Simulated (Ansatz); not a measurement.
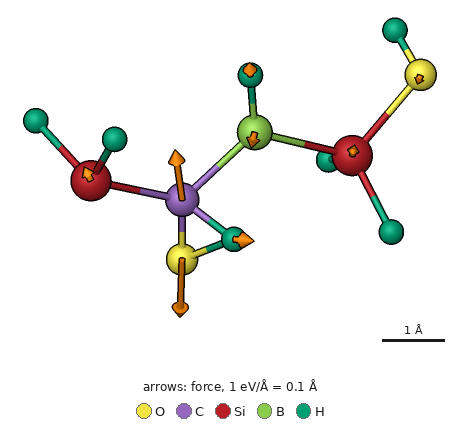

Starting geometry of CH7BO2Si2 with the computed forces as orange arrows. The picture is a ball-and-stick view, seen from a free direction.

The run prepares an end point of a later path (hydrogen shift) calculation, from a guessed geometry.

The calculation used RKS PBE0-D4/def2-SVP in Ansatz. Set-up: no spin polarisation; force threshold 0.02 eV/Å; at most 50 steps.

### What follows when this structure is relaxed?

It isn't relaxed: the largest force vector, on an O atom, is 12.84 eV/Å. The final displacements have little in common with the starting forces (cosine between the two patterns 0.08). The energy falls by 133.1 kcal/mol in 31 accepted moves (32 points after the start). The largest force component goes from 12 to 0.019 eV/Å. The line search rejected the trial step at point 16 of the run. The atom that moves furthest after the best rigid fit is an H atom (1.74 Å). Largest moves by element: H 1.74 Å, Si 1.01 Å, O 0.94 Å, B 0.89 Å, C 0.72 Å. Near-neighbour distances that change, for instance: H–O 1.287 → 3.240 Å, H–Si 3.138 → 1.665 Å, C–H 1.090 → 2.375 Å, B–Si 2.954 → 2.278 Å. New bonds form: B–H (1.79 → 1.21 Å), H–Si (3.14 → 1.66 Å). Bonds break: C–H (1.09 → 2.38 Å). Bond angles that change, for instance: Si–C–B 118.3° → 79.5°, O–C–Si 116.8° → 138.2°, C–Si–H 108.0° → 127.2°.
